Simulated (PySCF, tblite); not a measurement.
# C6H5S radical: geometry, infrared bands and EPR parameters

Wanted: the infrared bands and EPR parameters of C6H5S radical (`S[C@]12[C@@H]3[C@H]4[C]([C@H]41)[C@@H]32`), by calculation.

The runs use tblite 0.8.0 and PySCF 2.14.0, with density-fitted response routines of our own; the level of theory stands in each step. All values are computed, except where a source is named. Atoms count from 0, in the outputs and in this text.

## Step 1: The molecule as given

12 atoms, charge 0, multiplicity 2; geometry from: force field or distance geometry start.

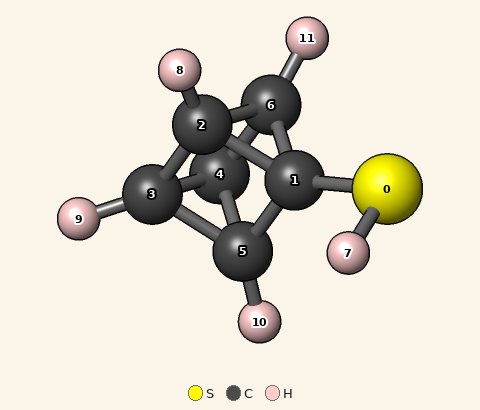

As it starts; sulfur yellow, carbon dark grey, hydrogen pink, atoms numbered.

## Step 2: Relaxing the molecule with GFN2-xTB

Job settings and geometry (Å):

```
{"job": {"kind": "relax", "xc": "GFN2-xTB", "basis": "xTB"}, "charge": 0, "multiplicity": 2}
S      2.237000     0.825000     0.308100
C      0.661000     0.340800    -0.023500
C     -0.408100    -0.017800     0.949500
C     -1.033300    -0.905100    -0.073100
C     -1.183900     0.185200    -0.988000
C      0.068600    -0.596100    -0.995100
C     -0.587500     1.100400    -0.037200
H      2.764000    -0.367200     0.592700
H     -0.502800     0.111600     1.998000
H     -1.640700    -1.789200    -0.024300
H      0.387600    -1.012300    -1.921600
H     -0.760800     2.124000     0.188400
```

Command:

```console
$ OMP_NUM_THREADS=1 python probes_run.py task.json out
```

One launch serves the whole session: the jobs run in the order shown.

**Question.** This job is followed by: GFN2-xTB harmonic vibrations, gas phase; UKS B3LYP, pcH-1 on C H S, non-relativistic, mean-field spin-orbit, GIAO. What will the session give for the following? strongest single infrared mode (GFN2-xTB); zero-point energy (GFN2-xTB); g(iso) (B3LYP); ⟨S²⟩; largest a(iso); surface potential, least and greatest.

**Answer**, as computed:

```
                                 quantity                  value
strongest single infrared mode (GFN2-xTB)  2405 cm⁻¹, 109 km/mol
             zero-point energy (GFN2-xTB)          51.9 kcal/mol
                           g(iso) (B3LYP)                2.00393
                                     ⟨S²⟩     0.753 (exact 0.75)
                           largest a(iso)   13C on C4, 322.7 MHz
    surface potential, least and greatest     -1.13 V and 1.28 V
```

In words: Over 44 steps the energy fell by 0.825 eV; of the close pairs, C4–C6 changed most, 1.448 to 1.550 Å. All 30 modes are real, so the xTB geometry is a minimum. The strongest single mode, at 2405 cm⁻¹, moves mainly H7. GFN2-xTB is a fitted tight-binding method: band positions and strengths are rough. Its intensities can rank the bands wrongly. C4 carries the largest spin population, 0.71 e. The isotropic g lies 1.6 ppt above the free-electron value.
